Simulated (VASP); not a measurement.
Band structure of Li2O (antifluorite). Calculation: modified Becke-Johnson potential (mBJ), VASP's PBE PAW potentials (set 64) (plane waves; VASP 6.6.1).

mBJ is a potential without an energy functional, so only the levels count.

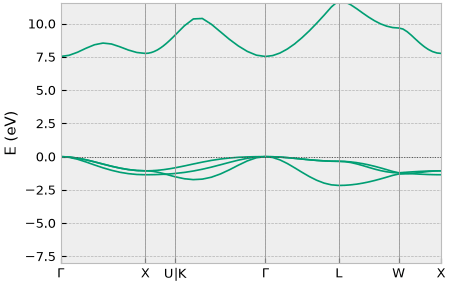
Figure. Bands along high-symmetry lines, zero at the valence-band maximum or, without a gap, the Fermi level

Question: Read the plot: is there a gap, and where are the band edges?

Answer: The gap is direct, 7.53 eV, from the valence maximum at Γ to the conduction minimum at Γ.

Measured: gap 8.00 eV (computed value off by -0.47 eV), as given by Das et al., (2018), arXiv:1807.05623.

The compound is Li2O in the antifluorite structure. The cell was not relaxed at this level. The cell's shape comes from a PBE relaxation.
